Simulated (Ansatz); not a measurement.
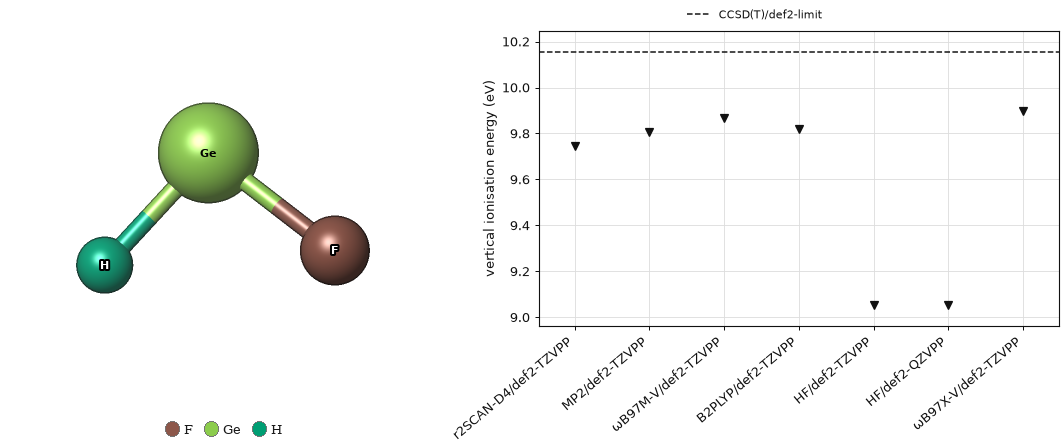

Vertical ionisation energy of GeHF, SMILES [F][GeH], singlet, taken as the energy of the cation less that of the neutral at fixed geometry (unrestricted doublet cation, cores frozen in correlated methods, no spin-orbit coupling), the Ansatz code 0.2.0, at a PBE0-D4/def2-TZVP geometry (a minimum by its frequencies). Limit means an estimate of the basis limit from triple and quadruple zeta; for coupled cluster it is either extrapolated directly or built as the MP2 limit plus the step from MP2 in triple zeta. B2PLYP/def2-TZVPP holds a correlation term that converges slowly with the basis, so part of the distance to the limit is basis error. The distance of MP2/def2-TZVPP to the limit includes basis error.

### Which level comes closest to the line (CCSD(T)/def2-limit), and which misses most?

Closest ωB97X-V/def2-TZVPP (9.90 eV), against 10.16 eV; farthest HF/def2-TZVPP (9.05 eV).

### Give the values.

```tsv
level	eV	less CCSD(T)/def2-limit
r2SCAN-D4/def2-TZVPP	9.74	−0.41
MP2/def2-TZVPP	9.80	−0.35
ωB97M-V/def2-TZVPP	9.87	−0.29
B2PLYP/def2-TZVPP	9.82	−0.34
HF/def2-TZVPP	9.05	−1.11
HF/def2-QZVPP	9.05	−1.10
ωB97X-V/def2-TZVPP	9.90	−0.26
CCSD(T)/def2-limit	10.16	0.00
```

Limits of at least one run: no scalar relativity up to krypton; outer-core shells are correlated without core-valence functions, which makes the correlated values less sure.
